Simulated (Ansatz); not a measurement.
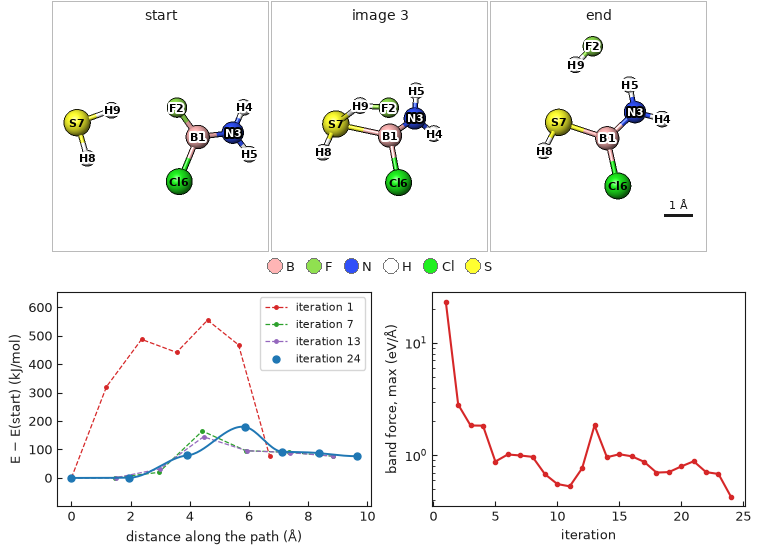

A nudged-elastic-band calculation for BNH4SClF, made up at the start of BNH$_{2}$ClF and H2S. Images are numbered from 0 (start) to 6 (end). The plot follows the band through its iterations. The picture is a ball-and-stick view, seen face on.

The calculation used RKS PBE0/6-31G* in Ansatz. Settings: 5 movable images; climbing image; force threshold 0.5 eV/Å; iteration limit 60; starting path through a guess of the saddle point.

Judge this run.

The run met only a loose threshold, so the barrier can't be trusted yet. The band converged in 24 iterations. The largest component of the band force went from 23 to 0.43 eV/Å. The climbing image converged on the top of the path. Its curvatures weren't checked. The force threshold is so loose that the height of the top is at best an upper bound. The first iteration put the highest image at 554.8 kJ/mol. Forward barrier 179.1 kJ/mol, backward barrier 102.7 kJ/mol, with image 3 at the top; the reaction energy is +76.4 kJ/mol.

Limits of the set-up: the start holds two separate molecules, 2.4 Å apart at their closest, whose relative position is a soft coordinate and is computed without a dispersion correction.

The run took 4.8 min on 2 threads of Arm Neoverse V1, on a shared host, peak memory 0.21 GiB.
